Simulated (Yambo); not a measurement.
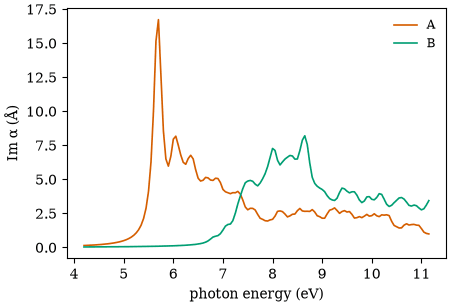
Two computed absorption spectra of a free-standing SrHI monolayer (symmetry P4/nmm, slab cell 20.5 Å high) (Yambo, PBEsol bands with the same scissor, field along x)

Question: Which curve includes the electron-hole attraction (BSE), and where are its main peaks?

Answer: Curve A: the attraction moves weight to lower energy (centre of the plotted range 7.4 eV against 8.9 eV). Its peaks lie at 5.7 eV, 6.0 eV, 8.6 eV, 9.2 eV. Settings: 8×8×1 mesh, 8 valence and 17 conduction bands, static screening with 89 bands and a 3 Ry block, scissor 2.58 eV, Tamm-Dancoff, stochastic integration of W near q = 0. The scissor comes from a G0W0 run whose convergence isn't established. Broadening 0.1 eV. The band window holds all transitions up to 12.1 eV. Fine structure above the onset can come from the mesh.

Spin-orbit coupling is not included.

Geometry relaxed with PBEsol; primitive cell a = 4.213 Å, b = 4.213 Å, c = 20.500 Å, α = 90.00°, β = 90.00°, γ = 90.00°.

This is a model layer cut from the bulk structure; whether it is stable on its own was not checked.
